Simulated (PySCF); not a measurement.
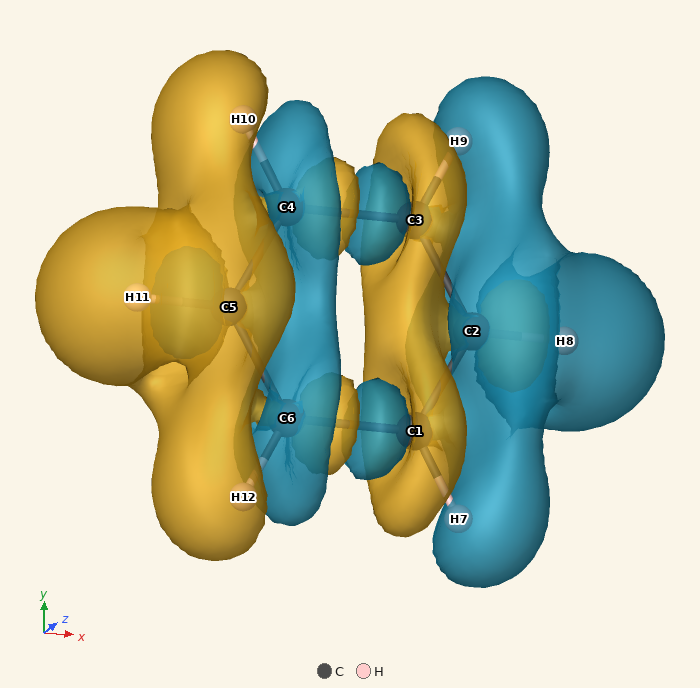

Figure 1: C6H6, triplet, SMILES `[CH]1C=CC=C[CH]1`. Change of the electron density in a uniform field of 0.21 V/Å, surfaces at ±0.001 e/Å³ (yellow: gain, teal: loss).

Level of theory: PBE0/def2-SVPD (PySCF), at a geometry from GFN2-xTB. No frequency check shows the geometry to be a minimum. The stability of the open-shell solution wasn't checked. GFN2-xTB doesn't know the spin state, so this open-shell geometry is rough.

**Along which Cartesian direction does the field point?**

Along +x: electrons gather on the −x side, against the field.

**How large is the response?**

The induced dipole is 0.71 D (along the field); α along this axis, from the fields in both directions, is 70 bohr³ (10.3 Å³).

**Which atoms gain and lose the most charge?**

Electrons gather most on H11 (Hirshfeld charge changes by −0.011 e) and leave H8 most (+0.010 e); 0.062 electrons are displaced in all.
